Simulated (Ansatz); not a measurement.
**InCl3 (SMILES [Cl][In]([Cl])[Cl]): BCCD(T)/def2-SVP (core potential)**

Aim: the electronic atomisation energy of InCl3 at BCCD(T)/def2-SVP (core potential), from 3 runs. 

The calculation is run with Ansatz 0.2.0.

42 further runs of the same task are left out: 6 that didn't finish, 36 set aside as unsound or not needed.

### 1 The molecule

InCl3 has 4 atoms, charge 0, and is taken as a singlet. SMILES: `[Cl][In]([Cl])[Cl]`. Geometry: relaxed at PBE0-D4/def2-TZVP.

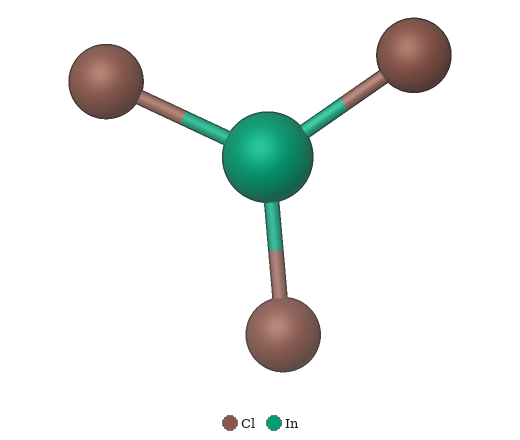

Viewed from a chosen angle; chlorine brown, indium teal.

### 2 A single-point energy at BCCD(T)/def2-SVP (core potential)

molecule.yaml reads:

```yaml
crystal:
  periodic: [false, false, false]
  atoms:
    - symbol: Cl
      position_ang: [-0.202900, 0.521500, 2.213600]
    - symbol: In
      position_ang: [0.014400, -0.014800, -0.005300]
    - symbol: Cl
      position_ang: [1.015900, -1.985200, -0.615300]
    - symbol: Cl
      position_ang: [-0.772000, 1.418300, -1.613200]
basis:
  gaussian:
    orbitals: def2-SVP
magnetization:
  spin_polarized: false
  initial_magnetization: 0
correlation:
  method: bccd_t
  frozen_orbitals: {Cl: 5, In: 4}
accuracy: high
scf:
  omitted_lower_state_checks: [cluster_reference, increment]
```

On the command line:

```sh
$ ansatz run molecule.yaml --threads 1 --pin off --max-ram 3480MiB --events-out events.jsonl --progress --plain --runs-dir runs
```

The program printed:

```text
Warning: RAYON_NUM_THREADS=1 ignored (pool sized by the plan → 1); use --threads N
Functional definition: HF
  name "HF"
  exchange = exact_x
  correlation = 0
these checks for a lower state are left out or cut short: cluster_reference, increment
1621 factors; integrals over basis functions are off by at most 1.1e-8 eV
mean field evaluation 1: about -42650.4694 eV, gradient 2.1e1 eV
mean field evaluation 2: about -42650.6299 eV, gradient 2.1e1 eV
mean field evaluation 4: about -42652.1075 eV, gradient 1.1e0 eV
mean field evaluation 8: about -42652.1271 eV, gradient 2.0e-5 eV
mean field evaluation 16: about -42652.1271 eV, gradient 1.5e-8 eV
mean field -42652.12706999 eV, -1567.4367591720 hartree, gradient 1.6e-8 eV, S^2 0.000000; 0 other end points of the search recorded, 0 dependent functions left out
19 core orbitals not correlated: weight in the atoms' cores, before any rotation towards them, 1.000 or more for the frozen orbitals, at most 0.000 for the correlated occupied ones
reference -42652.12706999 eV, -1567.4367591720 hartree; 17, 17 occupied and 44, 44 virtual orbitals, 1621 factors
second order -12.72728153 eV of doubles, -0.00000000 eV of singles
cycle   1  -13.46824550 eV  change   -7.4e-1 eV  update   7.5e-2
cycle   2  -13.70338836 eV  change   -2.4e-1 eV  update   2.1e-2
cycle   3  -13.74407668 eV  change   -4.1e-2 eV  update   1.1e-2
cycle   4  -13.73914462 eV  change    4.9e-3 eV  update   2.5e-3
cycle   5  -13.73678500 eV  change    2.4e-3 eV  update   8.8e-4
cycle   6  -13.73643705 eV  change    3.5e-4 eV  update   2.1e-4
cycle   7  -13.73646418 eV  change   -2.7e-5 eV  update   5.6e-5
cycle   8  -13.73648379 eV  change   -2.0e-5 eV  update   1.7e-5
cycle   9  -13.73648116 eV  change    2.6e-6 eV  update   4.7e-6
cycle  10  -13.73647957 eV  change    1.6e-6 eV  update   1.7e-6
cycle  11  -13.73647971 eV  change   -1.4e-7 eV  update   5.4e-7
cycle  12  -13.73647989 eV  change   -1.8e-7 eV  update   1.6e-7
cycle  13  -13.73648004 eV  change   -1.5e-7 eV  update   5.6e-8
cycle  14  -13.73648002 eV  change    2.4e-8 eV  update   2.5e-8
cycle  15  -13.73647967 eV  change    3.5e-7 eV  update   1.0e-7
cycle  16  -13.73647964 eV  change    2.5e-8 eV  update   2.5e-8
cycle  17  -13.73647963 eV  change    9.5e-9 eV  update   7.1e-9
cycle  18  -13.73647963 eV  change    3.0e-9 eV  update   2.4e-9
perturbative correction -0.33402391 eV, -0.0122751524 hartree
Total energy: -42666.19757353 eV, -1567.9538406399 hartree
Checks for a lower state left out: cluster_reference, increment
```

Wall time 15 s (1 thread of Arm Neoverse V2, shared host); peak memory 0.41 GiB.

### 3 The Cl atom, same level

job.yaml reads:

```yaml
crystal:
  periodic: [false, false, false]
  atoms:
    - {symbol: Cl, position_ang: [0.000000, 0.000000, 0.000000]}
basis:
  gaussian:
    orbitals: def2-SVP
magnetization:
  spin_polarized: true
  initial_magnetization: 1
correlation:
  method: bccd_t
  frozen_orbitals: {Cl: 5}
accuracy: high
scf:
  omitted_lower_state_checks: [cluster_reference, increment]
```

Run the same way, it converges to -459.44599 Eh (log not shown).

### 4 The In atom, same level

job.yaml, as its differences from that of step 3:

```diff
@@ -3,3 +3,3 @@
   atoms:
-    - {symbol: Cl, position_ang: [0.000000, 0.000000, 0.000000]}
+    - {symbol: In, position_ang: [0.000000, 0.000000, 0.000000]}
 basis:
@@ -12,3 +12,3 @@
   method: bccd_t
-  frozen_orbitals: {Cl: 5}
+  frozen_orbitals: {In: 4}
 accuracy: high
```

Run the same way, it converges to -189.27255 Eh (log not shown).

### 5 Outcome

Level: BCCD(T)/def2-SVP (core potential), 19 core orbitals frozen.

| quantity | value |
| --- | --- |
| molecule: total energy | -1567.95384 Eh |
| molecule: correlation energy (19 core orbitals frozen) | -517.1 mEh |
| molecule: (T) correction | -12.28 mEh |
| Cl atom: total energy | -459.44599 Eh |
| Cl atom: correlation energy (5 core orbitals frozen) | -126.7 mEh |
| Cl atom: (T) correction | -1.09 mEh |
| Cl atom: ⟨S²⟩ of the reference determinant | 0.755 |
| In atom: total energy | -189.27255 Eh |
| In atom: correlation energy (4 core orbitals frozen) | -66.2 mEh |
| In atom: (T) correction | -2.14 mEh |
| In atom: ⟨S²⟩ of the reference determinant | 0.759 |
| electronic atomisation energy | 9.342 eV |

In words: Taking the molecule apart into free atoms costs 9.34 eV (215 kcal/mol), before zero-point energy and without spin-orbit coupling. The triples (molecule) make up 2.4 % of the correlation energy. The triples (Cl atom) make up 0.9 % of the correlation energy. The triples (In atom) make up 3.2 % of the correlation energy.
